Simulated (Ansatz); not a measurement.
## A computed series for Mo: pressure series

Consider Mo in the bcc (W type) structure (space group Im-3m, No. 229; a = 3.1506 Å).

Cell and atoms are relaxed at each pressure.

All numbers come from r2SCAN in Ansatz (plane waves to 500 eV, PAW, no SOC).

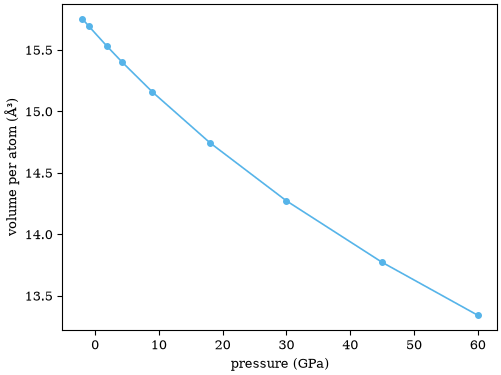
*Volume against pressure*

Task: Estimate the zero-pressure bulk modulus from the plot.

Result: About 270 GPa; a third-order Birch–Murnaghan fit to the points gives V₀ = 15.64 Å³/atom, B₀ = 272 GPa and B₀′ = 4.1.

Load acts through the strain it causes; cell and atoms are relaxed under it. No phonon test of stability was made. Competing high-pressure phases were not computed. All final runs are without spin polarisation.

Ansatz is a quantum-chemistry and plane-wave program.
